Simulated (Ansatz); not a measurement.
# C2H7BFN: one species, many methods

Aim: compute C2H7BFN with functionals from several rungs and with coupled cluster. The yardstick is the atomisation energy at the CCSD(T) limit.

The runs use Ansatz 0.2.0, Gaussian basis; functionals in def2-TZVPP, the program's frozen cores in correlated methods.

Levels to be run: LDA (SPW92), PBE-D4, revPBE-D4, BLYP-D4, r2SCAN-D4, B97M-V, PBE0-D4, B3LYP-D4, r2SCANh-D4, r2SCAN0-D4, HSE06-D4, BHLYP-D4, CAM-B3LYP-D4, LC-ωPBE, ωB97X-V, ωB97M-V, B2PLYP, PBE-QIDH; CCSD(T)/def2-SVP; CCSD(T)/def2-TZVPP; MP2/def2-QZVPP; extrapolation to the limit; RPA on PBE.

**1. The relaxed structure**

All runs share one geometry, relaxed beforehand with PBE0-D4 in a triple-zeta def2 set.

SMILES `CCB(N)F`, 12 atoms, charge 0, spin multiplicity 1.

Atoms are counted from 1 here; the program's logs count them from 0.

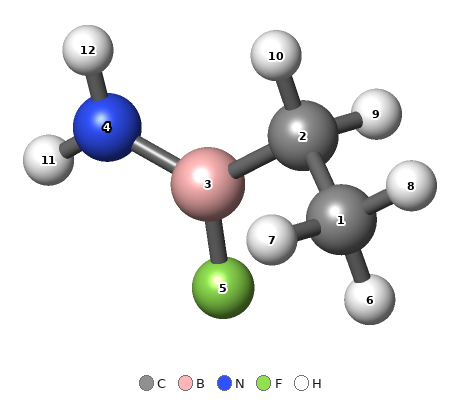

The geometry (carbon grey, boron pink, nitrogen blue, fluorine green, hydrogen white); atoms are numbered from 1 in the order of the file.

**2. LDA**

This LDA is Slater exchange with PW92 correlation.

Contents of in.yaml:

```yaml
crystal:
  periodic: [false, false, false]
  atoms:
    - {symbol: C, position_ang: [-1.660602, 0.141909, -0.249599]}
    - {symbol: C, position_ang: [-0.300502, -0.534565, -0.422484]}
    - {symbol: B, position_ang: [0.907188, 0.379908, -0.005730]}
    - {symbol: N, position_ang: [1.944066, -0.017911, 0.840389]}
    - {symbol: F, position_ang: [0.965447, 1.635359, -0.493004]}
    - {symbol: H, position_ang: [-1.702496, 1.083882, -0.800422]}
    - {symbol: H, position_ang: [-1.861169, 0.369710, 0.800669]}
    - {symbol: H, position_ang: [-2.474729, -0.491541, -0.609406]}
    - {symbol: H, position_ang: [-0.163727, -0.794601, -1.480636]}
    - {symbol: H, position_ang: [-0.276741, -1.484198, 0.121858]}
    - {symbol: H, position_ang: [2.713568, 0.585976, 1.074286]}
    - {symbol: H, position_ang: [1.986697, -0.929227, 1.257879]}
basis:
  gaussian: {orbitals: def2-TZVPP}
hamiltonian: {xc: lda}
output: {orbitals: {seedname: orbitals}}
```

Started as:

```console
$ ansatz run in.yaml --threads 4 --pin off --events-out ev --progress --plain --max-ram 10444MiB
```

What it wrote:

```text
Functional definition: SPW92
  name "SPW92"
  cite "Dirac, Proc. Camb. Phil. Soc. 26, 376 (1930) doi:10.1017/S0305004100016108"
  cite "Slater, Phys. Rev. 81, 385 (1951) doi:10.1103/PhysRev.81.385"
  cite "Perdew & Wang, Phys. Rev. B 45, 13244 (1992) doi:10.1103/PhysRevB.45.13244"
  exchange = slater_x
  correlation = pw_c
1253 factors; their error is unknown
mean field evaluation 1: about -6999.6168 eV, gradient 9.9e1 eV
mean field evaluation 2: about -6962.0458 eV, gradient 1.5e2 eV
mean field evaluation 4: about -7019.2336 eV, gradient 1.8e1 eV
mean field evaluation 8: about -7019.7265 eV, gradient 1.9e-1 eV
mean field evaluation 16: about -7019.7032 eV, gradient 3.7e-4 eV
mean field -7019.70321768 eV, -257.9693351242 hartree, gradient 6.2e-5 eV, S^2 0.000000; 0 other end points of the search recorded, 0 dependent functions left out
reference -7019.70325978 eV, -257.9693366711 hartree; 20, 20 occupied and 233, 233 virtual orbitals, 1253 factors
Total energy: -7019.70325978 eV, -257.9693366711 hartree
```

It took 0.95 s on 4 threads of Arm Neoverse V2, shared host.

Atomisation energy: 5518.7 kJ/mol (free atoms -6962.506 eV, run apart). HOMO -7.01 eV, LUMO -0.13 eV.

**3. PBE-D4 (GGA)**

Edit in.yaml of step 2 so:

```diff
@@ -17,3 +17,3 @@
   gaussian: {orbitals: def2-TZVPP}
-hamiltonian: {xc: lda}
-output: {orbitals: {seedname: orbitals}}
+hamiltonian: {xc: pbe, dispersion: d4}
+output: {forces: true, orbitals: {seedname: orbitals}}
```

The command is unchanged.

What it wrote, cut to the lines that bear on the results:

```text
Functional definition: PBE
  name "PBE"
  cite "Perdew, Burke & Ernzerhof, Phys. Rev. Lett. 77, 3865 (1996) doi:10.1103/PhysRevLett.77.3865"
  parent pbe
[...]
1253 factors; their error is unknown
[...]
mean field -7068.93111082 eV, -259.7784268291 hartree, gradient 2.5e-5 eV, S^2 0.000000; 0 other end points of the search recorded, 0 dependent functions left out
[...]
reference -7068.93115649 eV, -259.7784285074 hartree; 20, 20 occupied and 233, 233 virtual orbitals, 1253 factors
Total energy: -7069.11979270 eV, -259.7853607601 hartree
Atom 0 at    -1.660602     0.141909    -0.249599 Å, force    -0.024000    -0.007546    -0.002429 eV/Å
Atom 1 at    -0.300502    -0.534565    -0.422484 Å, force     0.079260     0.027666     0.038300 eV/Å
Atom 2 at     0.907188     0.379908    -0.005730 Å, force    -0.172480    -0.287821    -0.001344 eV/Å
Atom 3 at     1.944066    -0.017911     0.840389 Å, force    -0.000267    -0.016894     0.011243 eV/Å
Atom 4 at     0.965447     1.635359    -0.493004 Å, force     0.022300     0.549842    -0.216101 eV/Å
Atom 5 at    -1.702496     1.083882    -0.800422 Å, force    -0.020250     0.187958    -0.105131 eV/Å
Atom 6 at    -1.861169     0.369710     0.800669 Å, force    -0.047375     0.049199     0.203147 eV/Å
Atom 7 at    -2.474729    -0.491541    -0.609406 Å, force    -0.175589    -0.114629    -0.069413 eV/Å
Atom 8 at    -0.163727    -0.794601    -1.480636 Å, force     0.022247    -0.066856    -0.207084 eV/Å
Atom 9 at    -0.276741    -1.484198     0.121858 Å, force     0.005205    -0.199488     0.096329 eV/Å
Atom 10 at     2.713568     0.585976     1.074286 Å, force     0.282050     0.202109     0.094309 eV/Å
Atom 11 at     1.986697    -0.929227     1.257879 Å, force     0.028901    -0.323541     0.158174 eV/Å
Dipole moment:     0.194871    -0.317061     0.243324 e Å
```

It took 1.9 s on 4 threads of Arm Neoverse V2, shared host.

With the free atoms at this level, -7017.833 eV in sum, the atomisation energy is 4948.4 kJ/mol. HOMO -6.82 eV, LUMO 0.02 eV.

**4. revPBE-D4 (GGA)**

Edit in.yaml of step 3 so:

```diff
@@ -17,3 +17,3 @@
   gaussian: {orbitals: def2-TZVPP}
-hamiltonian: {xc: pbe, dispersion: d4}
-output: {forces: true, orbitals: {seedname: orbitals}}
+hamiltonian: {xc: {name: revPBE}, dispersion: d4}
+output: {orbitals: {seedname: orbitals}}
```

The command is unchanged.

What it wrote:

```text
Functional definition: revPBE
  name "revPBE"
  cite "Zhang & Yang, Phys. Rev. Lett. 80, 890 (1998) doi:10.1103/PhysRevLett.80.890"
  cite "Perdew, Burke & Ernzerhof, Phys. Rev. Lett. 77, 3865 (1996) doi:10.1103/PhysRevLett.77.3865"
  parameter kappa = 1.245
  parameter beta = 0.06672455060314922
  exchange = pbe_x(kappa = kappa, mu = beta*pi^2/3)
  correlation = pbe_c(beta = beta)
1253 factors; their error is unknown
mean field evaluation 1: about -7057.3866 eV, gradient 9.3e1 eV
mean field evaluation 2: about -7025.1923 eV, gradient 1.4e2 eV
mean field evaluation 4: about -7074.8864 eV, gradient 1.5e1 eV
mean field evaluation 8: about -7075.2664 eV, gradient 2.9e-1 eV
mean field evaluation 16: about -7075.2418 eV, gradient 6.1e-4 eV
mean field -7075.24180447 eV, -260.0103405431 hartree, gradient 5.1e-5 eV, S^2 0.000000; 0 other end points of the search recorded, 0 dependent functions left out
reference -7075.24186173 eV, -260.0103426474 hartree; 20, 20 occupied and 233, 233 virtual orbitals, 1253 factors
Total energy: -7075.89805174 eV, -260.0344571854 hartree
```

It took 1.5 s on 4 threads of Arm Neoverse V2, shared host.

With the free atoms at this level, -7025.857 eV in sum, the atomisation energy is 4828.2 kJ/mol. HOMO -6.75 eV, LUMO 0.08 eV.

**5. BLYP-D4 (GGA)**

Edit in.yaml of step 4 so:

```diff
@@ -17,3 +17,3 @@
   gaussian: {orbitals: def2-TZVPP}
-hamiltonian: {xc: {name: revPBE}, dispersion: d4}
+hamiltonian: {xc: {name: BLYP}, dispersion: d4}
 output: {orbitals: {seedname: orbitals}}
```

The command is unchanged.

What it wrote:

```text
Functional definition: BLYP
  name "BLYP"
  cite "Becke, Phys. Rev. A 38, 3098 (1988) doi:10.1103/PhysRevA.38.3098"
  cite "Lee, Yang & Parr, Phys. Rev. B 37, 785 (1988) doi:10.1103/PhysRevB.37.785"
  parameter beta = 0.0042
  parameter a = 0.04918
  parameter b = 0.132
  parameter c = 0.2533
  parameter d = 0.349
  exchange = b88_x(beta = beta)
  correlation = lyp_c(a = a, b = b, c = c, d = d)
1253 factors; their error is unknown
mean field evaluation 1: about -7054.4193 eV, gradient 1.0e2 eV
mean field evaluation 2: about -7012.0700 eV, gradient 1.6e2 eV
mean field evaluation 4: about -7074.8241 eV, gradient 1.7e1 eV
mean field evaluation 8: about -7075.2788 eV, gradient 2.4e-1 eV
mean field evaluation 16: about -7075.2520 eV, gradient 8.1e-4 eV
mean field -7075.25196299 eV, -260.0107138619 hartree, gradient 5.1e-5 eV, S^2 0.000000; 0 other end points of the search recorded, 0 dependent functions left out
reference -7075.25234239 eV, -260.0107278044 hartree; 20, 20 occupied and 233, 233 virtual orbitals, 1253 factors
Total energy: -7075.67573517 eV, -260.0262872021 hartree
```

It took 1.5 s on 4 threads of Arm Neoverse V2, shared host.

Atomisation energy: 4853.4 kJ/mol (free atoms -7025.374 eV, run apart). HOMO -6.70 eV, LUMO -0.01 eV.

**6. r2SCAN-D4 (meta-GGA)**

Edit in.yaml of step 5 so:

```diff
@@ -17,3 +17,3 @@
   gaussian: {orbitals: def2-TZVPP}
-hamiltonian: {xc: {name: BLYP}, dispersion: d4}
-output: {orbitals: {seedname: orbitals}}
+hamiltonian: {xc: r2scan, dispersion: d4}
+output: {forces: true, orbitals: {seedname: orbitals}}
```

Same command.

What it wrote, cut to the lines that bear on the results:

```text
Functional definition: r2SCAN
  name "r2SCAN"
  cite "Furness, Kaplan, Ning, Perdew & Sun, J. Phys. Chem. Lett. 11, 8208 (2020) doi:10.1021/acs.jpclett.0c02405"
  cite "Furness, Kaplan, Ning, Perdew & Sun, J. Phys. Chem. Lett. 11, 9248 (2020) doi:10.1021/acs.jpclett.0c03077"
  parent r2scan
[...]
1253 factors; their error is unknown
[...]
mean field -7073.87574616 eV, -259.9601388262 hartree, gradient 5.7e-5 eV, S^2 0.000000; 0 other end points of the search recorded, 0 dependent functions left out
[...]
reference -7073.87575893 eV, -259.9601392956 hartree; 20, 20 occupied and 233, 233 virtual orbitals, 1253 factors
Total energy: -7073.92420224 eV, -259.9619195543 hartree
Atom 0 at    -1.660602     0.141909    -0.249599 Å, force    -0.140763     0.070434     0.007118 eV/Å
Atom 1 at    -0.300502    -0.534565    -0.422484 Å, force     0.139970    -0.058231    -0.006241 eV/Å
Atom 2 at     0.907188     0.379908    -0.005730 Å, force    -0.107120    -0.106641    -0.019499 eV/Å
Atom 3 at     1.944066    -0.017911     0.840389 Å, force     0.073882    -0.031306     0.060224 eV/Å
Atom 4 at     0.965447     1.635359    -0.493004 Å, force    -0.006876     0.145255    -0.057993 eV/Å
Atom 5 at    -1.702496     1.083882    -0.800422 Å, force     0.002389    -0.013611     0.008443 eV/Å
Atom 6 at    -1.861169     0.369710     0.800669 Å, force     0.004425    -0.000993    -0.014764 eV/Å
Atom 7 at    -2.474729    -0.491541    -0.609406 Å, force     0.004490     0.015322     0.007265 eV/Å
Atom 8 at    -0.163727    -0.794601    -1.480636 Å, force    -0.007718    -0.006840    -0.004413 eV/Å
Atom 9 at    -0.276741    -1.484198     0.121858 Å, force     0.000090    -0.005245    -0.007720 eV/Å
Atom 10 at     2.713568     0.585976     1.074286 Å, force     0.021267     0.001264     0.012544 eV/Å
Atom 11 at     1.986697    -0.929227     1.257879 Å, force     0.015966    -0.009408     0.015036 eV/Å
Dipole moment:     0.186467    -0.325038     0.242218 e Å
```

Wall time 3.6 s (4 threads of Arm Neoverse V2, shared host).

With the free atoms at this level, -7023.551 eV in sum, the atomisation energy is 4860.3 kJ/mol. HOMO -7.12 eV, LUMO 0.66 eV.

**7. B97M-V (meta-GGA)**

Edit in.yaml of step 6 so:

```diff
@@ -17,3 +17,3 @@
   gaussian: {orbitals: def2-TZVPP}
-hamiltonian: {xc: r2scan, dispersion: d4}
-output: {forces: true, orbitals: {seedname: orbitals}}
+hamiltonian: {xc: {name: B97M-V}}
+output: {orbitals: {seedname: orbitals}}
```

The command is unchanged.

What it wrote, cut to the lines that bear on the results:

```text
Functional definition: B97M-V
  name "B97M-V"
  cite "Mardirossian & Head-Gordon, J. Chem. Phys. 142, 074111 (2015) doi:10.1063/1.4907719"
  cite "Becke, J. Chem. Phys. 107, 8554 (1997) doi:10.1063/1.475007"
  cite "Vydrov & Van Voorhis, J. Chem. Phys. 133, 244103 (2010) doi:10.1063/1.3521275"
  # Of w^i u^j: cxij and so on, Table III.
[...]
  gx(w, u) = cx00 + cx01*u + cx02*u^2 + (cx10 + cx11*u)*w
  gss(w, u) = css00 + css02*u^2 + css10*w + (css32*w^3 + css42*w^4)*u^2
  gos(w, u) = cos00 + cos01*u + cos03*u^3 + cos10*w + cos32*w^3*u^2
[...]
      + integral(e_c_pw_mod_opposite_spin*gos(b97_w_opposite, b97_u_opposite)) + vv10(b, c)
1253 factors; their error is unknown
[...]
mean field -7076.84068247 eV, -260.0690982260 hartree, gradient 3.1e-5 eV, S^2 0.000000; 0 other end points of the search recorded, 0 dependent functions left out
reference -7076.84074531 eV, -260.0691005352 hartree; 20, 20 occupied and 233, 233 virtual orbitals, 1253 factors
Total energy: -7076.84074531 eV, -260.0691005352 hartree
```

Run time: 6.5 s. Hardware: 4 threads of Arm Neoverse V2, shared host.

With the free atoms at this level, -7026.459 eV in sum, the atomisation energy is 4861.1 kJ/mol. HOMO -7.18 eV, LUMO 0.21 eV.

**8. PBE0-D4 (hybrid)**

Edit in.yaml of step 7 so:

```diff
@@ -17,3 +17,3 @@
   gaussian: {orbitals: def2-TZVPP}
-hamiltonian: {xc: {name: B97M-V}}
+hamiltonian: {xc: pbe0, dispersion: d4}
 output: {orbitals: {seedname: orbitals}}
```

Its log isn't repeated here (it stands with the study of this molecule's fields); it ends on a total energy of -7069.837440 eV.

Atomisation energy: 4871.5 kJ/mol (free atoms -7019.348 eV, run apart). HOMO -8.27 eV, LUMO 0.80 eV.

**9. B3LYP-D4 (hybrid)**

B3LYP here takes the VWN-RPA correlation.

Edit in.yaml of step 8 so:

```diff
@@ -17,3 +17,3 @@
   gaussian: {orbitals: def2-TZVPP}
-hamiltonian: {xc: pbe0, dispersion: d4}
-output: {orbitals: {seedname: orbitals}}
+hamiltonian: {xc: {name: B3LYP}, dispersion: d4}
+output: {forces: true, orbitals: {seedname: orbitals}}
```

The command is unchanged.

What it wrote, cut to the lines that bear on the results:

```text
Functional definition: B3LYP
  name "B3LYP"
  cite "Stephens, Devlin, Chabalowski & Frisch, J. Phys. Chem. 98, 11623 (1994) doi:10.1021/j100096a001"
  cite "Becke, Phys. Rev. A 38, 3098 (1988) doi:10.1103/PhysRevA.38.3098"
  cite "Lee, Yang & Parr, Phys. Rev. B 37, 785 (1988) doi:10.1103/PhysRevB.37.785"
  cite "Vosko, Wilk & Nusair, Can. J. Phys. 58, 1200 (1980) doi:10.1139/p80-159"
[...]
1253 factors; their error is unknown
[...]
mean field -7078.06160795 eV, -260.1139664097 hartree, gradient 2.2e-5 eV, S^2 0.000000; 0 other end points of the search recorded, 0 dependent functions left out
[...]
reference -7078.06188894 eV, -260.1139767358 hartree; 20, 20 occupied and 233, 233 virtual orbitals, 1253 factors
Total energy: -7078.36179336 eV, -260.1249980202 hartree
Atom 0 at    -1.660602     0.141909    -0.249599 Å, force    -0.221628     0.098741     0.018796 eV/Å
[...]
Atom 2 at     0.907188     0.379908    -0.005730 Å, force    -0.024470    -0.134832     0.034227 eV/Å
Atom 3 at     1.944066    -0.017911     0.840389 Å, force     0.054072    -0.029260     0.048465 eV/Å
Atom 4 at     0.965447     1.635359    -0.493004 Å, force     0.005313     0.206282    -0.085093 eV/Å
Atom 5 at    -1.702496     1.083882    -0.800422 Å, force    -0.010628    -0.046281     0.027316 eV/Å
Atom 6 at    -1.861169     0.369710     0.800669 Å, force    -0.000055    -0.007805    -0.044541 eV/Å
Atom 7 at    -2.474729    -0.491541    -0.609406 Å, force     0.027705     0.035055     0.019852 eV/Å
Atom 8 at    -0.163727    -0.794601    -1.480636 Å, force    -0.012717    -0.003253     0.042619 eV/Å
Atom 9 at    -0.276741    -1.484198     0.121858 Å, force    -0.004218     0.035458    -0.029668 eV/Å
Atom 10 at     2.713568     0.585976     1.074286 Å, force     0.016231    -0.004465     0.012846 eV/Å
Atom 11 at     1.986697    -0.929227     1.257879 Å, force     0.017997    -0.007269     0.015362 eV/Å
Dipole moment:     0.186731    -0.330960     0.244030 e Å
```

It took 3.2 s on 4 threads of Arm Neoverse V2, shared host; peak memory 0.64 GiB.

With the free atoms at this level, -7027.941 eV in sum, the atomisation energy is 4864.8 kJ/mol. HOMO -8.03 eV, LUMO 0.46 eV.

**10. r2SCANh-D4 (hybrid)**

Edit in.yaml of step 9 so:

```diff
@@ -17,3 +17,3 @@
   gaussian: {orbitals: def2-TZVPP}
-hamiltonian: {xc: {name: B3LYP}, dispersion: d4}
-output: {forces: true, orbitals: {seedname: orbitals}}
+hamiltonian: {xc: {name: r2SCANh}, dispersion: d4}
+output: {orbitals: {seedname: orbitals}}
```

The command is unchanged.

What it wrote, cut to the lines that bear on the results:

```text
Functional definition: r2SCANh
  name "r2SCANh"
  cite "Bursch, Neugebauer, Ehlert & Grimme, J. Chem. Phys. 156, 134105 (2022) doi:10.1063/5.0086040"
  cite "Furness, Kaplan, Ning, Perdew & Sun, J. Phys. Chem. Lett. 11, 8208 (2020) doi:10.1021/acs.jpclett.0c02405"
  cite "Furness, Kaplan, Ning, Perdew & Sun, J. Phys. Chem. Lett. 11, 9248 (2020) doi:10.1021/acs.jpclett.0c03077"
  parent r2scan
[...]
1253 factors; their error is unknown
[...]
mean field -7073.58787005 eV, -259.9495595744 hartree, gradient 1.0e-5 eV, S^2 0.000000; 0 other end points of the search recorded, 0 dependent functions left out
reference -7073.58788171 eV, -259.9495600026 hartree; 20, 20 occupied and 233, 233 virtual orbitals, 1253 factors
Total energy: -7073.63828246 eV, -259.9514121961 hartree
```

Wall time 3.7 s (4 threads of Arm Neoverse V2, shared host); peak memory 0.55 GiB.

With the free atoms at this level, -7023.523 eV in sum, the atomisation energy is 4835.4 kJ/mol. HOMO -7.66 eV, LUMO 0.95 eV.

**11. r2SCAN0-D4 (hybrid)**

Edit in.yaml of step 10 so:

```diff
@@ -17,3 +17,3 @@
   gaussian: {orbitals: def2-TZVPP}
-hamiltonian: {xc: {name: r2SCANh}, dispersion: d4}
+hamiltonian: {xc: {name: r2SCAN0}, dispersion: d4}
 output: {orbitals: {seedname: orbitals}}
```

The command is unchanged.

What it wrote, cut to the lines that bear on the results:

```text
Functional definition: r2SCAN0
  name "r2SCAN0"
  cite "Bursch, Neugebauer, Ehlert & Grimme, J. Chem. Phys. 156, 134105 (2022) doi:10.1063/5.0086040"
  cite "Furness, Kaplan, Ning, Perdew & Sun, J. Phys. Chem. Lett. 11, 8208 (2020) doi:10.1021/acs.jpclett.0c02405"
  cite "Furness, Kaplan, Ning, Perdew & Sun, J. Phys. Chem. Lett. 11, 9248 (2020) doi:10.1021/acs.jpclett.0c03077"
  parent r2scan
[...]
1253 factors; their error is unknown
[...]
mean field -7073.18241603 eV, -259.9346594137 hartree, gradient 1.4e-5 eV, S^2 0.000000; 0 other end points of the search recorded, 0 dependent functions left out
reference -7073.18242602 eV, -259.9346597812 hartree; 20, 20 occupied and 233, 233 virtual orbitals, 1253 factors
Total energy: -7073.23764636 eV, -259.9366890909 hartree
```

Run time: 3.1 s. Hardware: 4 threads of Arm Neoverse V2, shared host; peak memory 0.55 GiB.

With the free atoms at this level, -7023.491 eV in sum, the atomisation energy is 4799.8 kJ/mol. HOMO -8.49 eV, LUMO 1.29 eV.

**12. HSE06-D4 (hybrid)**

HSE06 is the plane-wave form, built on full-range PBE exchange.

Edit in.yaml of step 11 so:

```diff
@@ -17,3 +17,3 @@
   gaussian: {orbitals: def2-TZVPP}
-hamiltonian: {xc: {name: r2SCAN0}, dispersion: d4}
+hamiltonian: {xc: hse06, dispersion: d4}
 output: {orbitals: {seedname: orbitals}}
```

The command is unchanged.

What it wrote, cut to the lines that bear on the results:

```text
Functional definition: HSE06
  name "HSE06"
  cite "Heyd, Scuseria & Ernzerhof, J. Chem. Phys. 118, 8207 (2003) doi:10.1063/1.1564060"
  cite "Krukau, Vydrov, Izmaylov & Scuseria, J. Chem. Phys. 125, 224106 (2006) doi:10.1063/1.2404663"
  cite "Heyd & Scuseria, J. Chem. Phys. 120, 7274 (2004) doi:10.1063/1.1668634"
  cite "Ernzerhof & Perdew, J. Chem. Phys. 109, 3313 (1998) doi:10.1063/1.476928"
  cite "Perdew, Burke & Ernzerhof, Phys. Rev. Lett. 77, 3865 (1996) doi:10.1103/PhysRevLett.77.3865"
  parent pbe
[...]
  # The whole range is PBE's own exchange, as in plane waves. The composition of these papers is wPBEh.
[...]
1253 factors; their error is unknown
115 factors; integrals over basis functions are off by at most 3.2e-7 eV
[...]
mean field -7069.30340376 eV, -259.7921083423 hartree, gradient 7.2e-5 eV, S^2 0.000000; 0 other end points of the search recorded, 0 dependent functions left out
reference -7069.30344829 eV, -259.7921099788 hartree; 20, 20 occupied and 233, 233 virtual orbitals, 1253 factors
Total energy: -7069.44854800 eV, -259.7974422946 hartree
```

It took 2.2 s on 4 threads of Arm Neoverse V2, shared host; peak memory 0.55 GiB.

With the free atoms at this level, -7018.923 eV in sum, the atomisation energy is 4874.9 kJ/mol. HOMO -7.86 eV, LUMO 0.44 eV.

**13. BHLYP-D4 (hybrid)**

Edit in.yaml of step 12 so:

```diff
@@ -17,3 +17,3 @@
   gaussian: {orbitals: def2-TZVPP}
-hamiltonian: {xc: hse06, dispersion: d4}
+hamiltonian: {xc: {name: BHLYP}, dispersion: d4}
 output: {orbitals: {seedname: orbitals}}
```

Launched as before.

What it wrote:

```text
Functional definition: BHLYP
  name "BHLYP"
  cite "Becke, J. Chem. Phys. 98, 1372 (1993) doi:10.1063/1.464304"
  cite "Becke, Phys. Rev. A 38, 3098 (1988) doi:10.1103/PhysRevA.38.3098"
  cite "Lee, Yang & Parr, Phys. Rev. B 37, 785 (1988) doi:10.1103/PhysRevB.37.785"
  parameter a = 0.5
  exchange = (1 - a)*b88_x + a*exact_x
  correlation = lyp_c
1408 factors; their error is unknown
mean field evaluation 1: about -7065.6686 eV, gradient 6.6e1 eV
mean field evaluation 2: about -7067.1002 eV, gradient 6.0e1 eV
mean field evaluation 4: about -7074.1588 eV, gradient 2.0e0 eV
mean field evaluation 8: about -7074.1659 eV, gradient 8.3e-2 eV
mean field evaluation 16: about -7074.1989 eV, gradient 4.9e-5 eV
mean field -7074.19885861 eV, -259.9720129895 hartree, gradient 4.9e-5 eV, S^2 0.000000; 0 other end points of the search recorded, 0 dependent functions left out
reference -7074.19904656 eV, -259.9720198966 hartree; 20, 20 occupied and 233, 233 virtual orbitals, 1408 factors
Total energy: -7074.40477028 eV, -259.9795801041 hartree
```

It took 2 s on 4 threads of Arm Neoverse V2, shared host; peak memory 0.54 GiB.

With the free atoms at this level, -7025.289 eV in sum, the atomisation energy is 4738.9 kJ/mol. HOMO -9.64 eV, LUMO 1.34 eV.

(Part 1 of 2 ends here.)
